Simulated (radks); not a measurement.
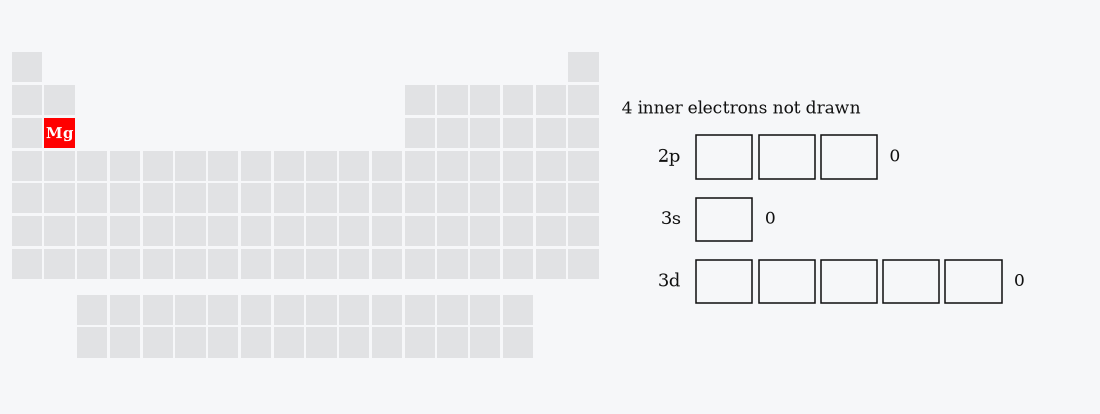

Figure 1. Left, the place of magnesium in the periodic table; right, the outer shells as the input fills them: a box for each of the 2l + 1 orbitals, shaded by the share of the shell that is filled, with the electron count at the right.

Atomic calculation, with input and output: Mg⁸⁺

Mg⁸⁺ (Z = 12, 4 electrons) in the configuration [He] 2s2. Computed at this level: scalar-relativistic Kohn-Sham, r2SCAN, spin-polarised, spherical densities, finite nucleus (the in-house radial solver radks).

**Input file**
```
Z 12
configuration [He] 2s2 2p0 3s0 3d0
relativity scalar-relativistic
functional r2scan,r2scan
spin polarised
nucleus finite rms 3.057 fm
c 137.035999084
```

Energies in input and log are in hartree, lengths in bohr (the nuclear radius in fm).

**Log**
```
1s      1   1.0000         -58.10879940
2s      1   1.0000         -11.41067731
2p      1   0.0000         -10.45171922
3s      1   0.0000          -4.07923845
3d      1   0.0000          -3.71221146
1s      2   1.0000         -58.10879940
2s      2   1.0000         -11.41067731
2p      2   0.0000         -10.45171922
3s      2   0.0000          -4.07923845
3d      2   0.0000          -3.71221146
Etot -162.34245199035678
Ekin 162.81903671418195
Encl -342.3363260611329
Eh 26.49483291809542
Exc -9.31999556150124
err 7.956980682572775e-07
it 11
```

**Orbitals**

```csv
orbital,occupation,energy (eV),⟨r⟩ (bohr),outer maximum (bohr)
1s up,1,−1581.2,0.1294,0.0849
1s down,1,−1581.2,0.1294,0.0849
2s down,1,−310.500,0.5728,0.489
2s up,1,−310.500,0.5728,0.489
2p up,0,−284.406,0.5076,0.403
2p down,0,−284.406,0.5076,0.403
3s down,0,−111.002,1.351,1.26
3s up,0,−111.002,1.351,1.26
3d up,0,−101.014,1.108,0.935
3d down,0,−101.014,1.108,0.935
```

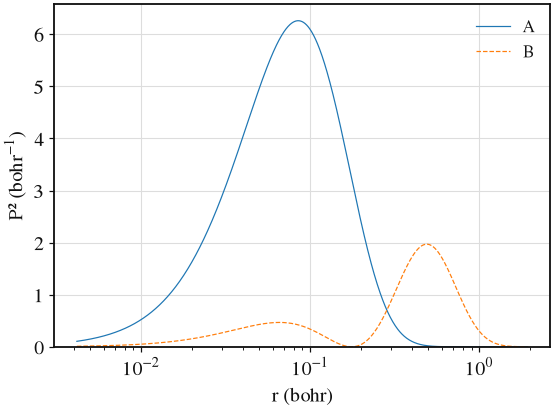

Figure 2. The radial probability densities P² of 2s and 1s. A is 1s; B is 2s. 1s: outer maximum at 0.0849 bohr, ⟨r⟩ = 0.129 bohr, 0 nodes, eigenvalue −1581 eV; 2s: outer maximum at 0.489 bohr, ⟨r⟩ = 0.573 bohr, 1 node, eigenvalue −310.5 eV.

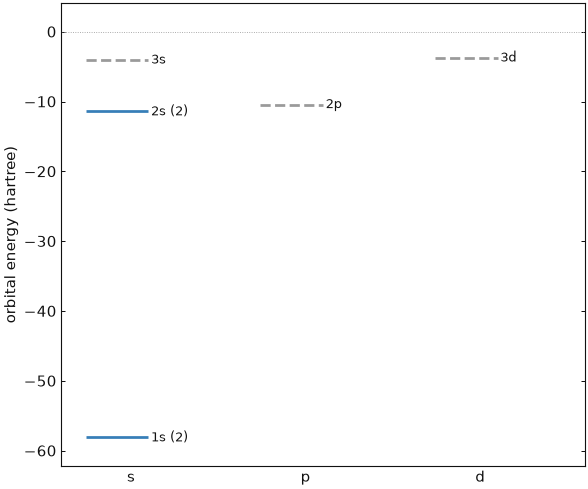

Figure 3. The outer levels are drawn by angular momentum (occupations in brackets, empty levels dashed). The highest occupied level is 2s at −11.41 hartree. From the top down the occupied levels run 2s (−11.41 hartree), 1s (−58.11 hartree). The lowest empty level drawn is 2p at −10.45 hartree.

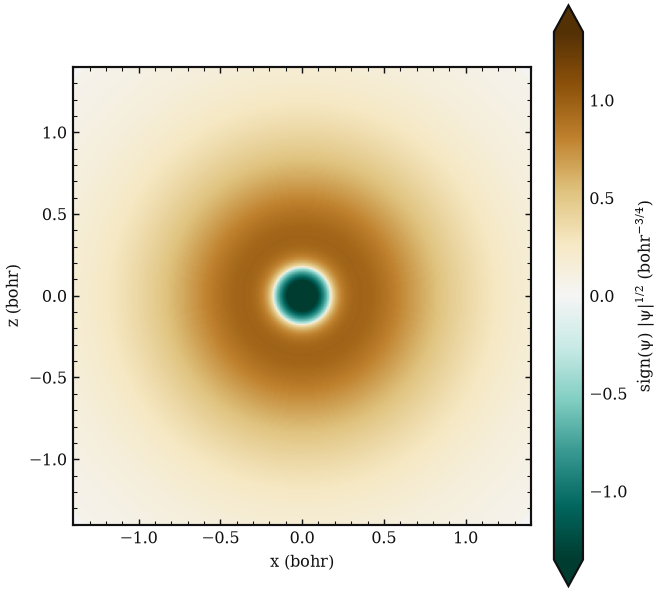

Figure 4. The 2s orbital. In the xz plane through the nucleus, the colour gives the signed square root of ψ. The radial function comes from the spherical calculation and is multiplied by a real spherical harmonic; the overall sign is chosen so that the largest lobe of P(r) is positive; at the scalar-relativistic level it is the large component. It has no angular node and 1 radial node, at r = 0.176 bohr. The outermost maximum of P² lies at 0.489 bohr, ⟨r⟩ = 0.573 bohr, 90 % of the charge lies within 0.877 bohr, and the eigenvalue is −310.5 eV, with 2 electrons in the shell.

**Results in brief**

- outcome: converged
- total energy: −162.342452 hartree
- kinetic energy: 162.819037 hartree
- electron–nucleus energy: −342.336326 hartree
- Hartree energy: 26.494833 hartree
- exchange–correlation energy: −9.319996 hartree
- radius at density 0.001 e/bohr³: 1.47 bohr
- SCF iterations: 11
- hardware: 1 CPU thread, shared host
